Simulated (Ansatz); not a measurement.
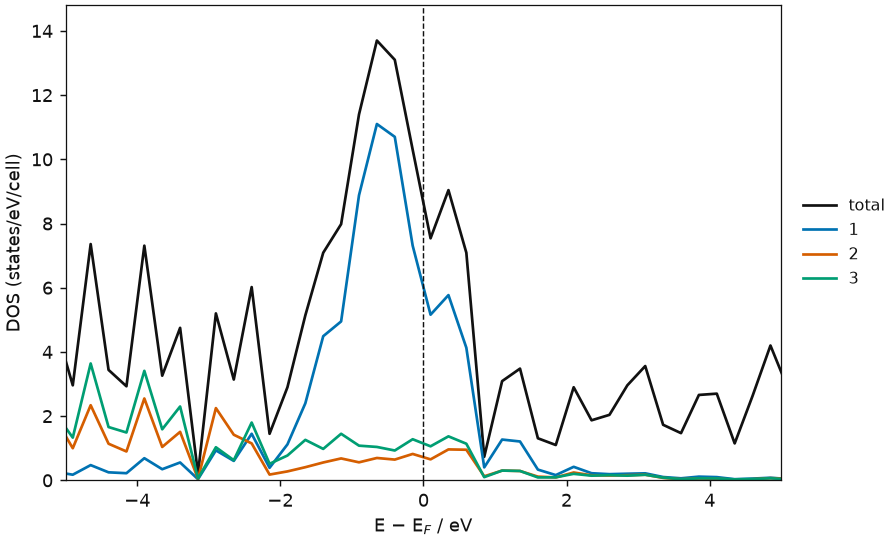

Density of states. Energies are counted from the Fermi level. The partial curves are projected on Löwdin-orthogonalised atomic shells; they sum to less than the total at higher energies, where shells without a projector contribute.

The material is CdRuBrCl (amorphous cell), 8 atoms in the cell.

Method: DFT with m-r2SCAN, PAW plane waves, no spin polarisation, 4×4×3 k mesh, 500 eV cutoff, Fermi-Dirac smearing of 0.1 eV (Ansatz).

**The numbered curves are projections. Which is which? The candidates: Br 4p, Cl 3p, Ru 4d.**

1 is Ru 4d; 2 is Cl 3p; 3 is Br 4p.

**What is the density of states at the Fermi level?**

It is a metal. The density of states at the Fermi level is about 8.9 per eV and cell (mean within 0.25 eV), or 1.1 per atom.

The atoms aren't at rest in this cell (largest force 4.5 eV/Å), so the relaxed material can differ.
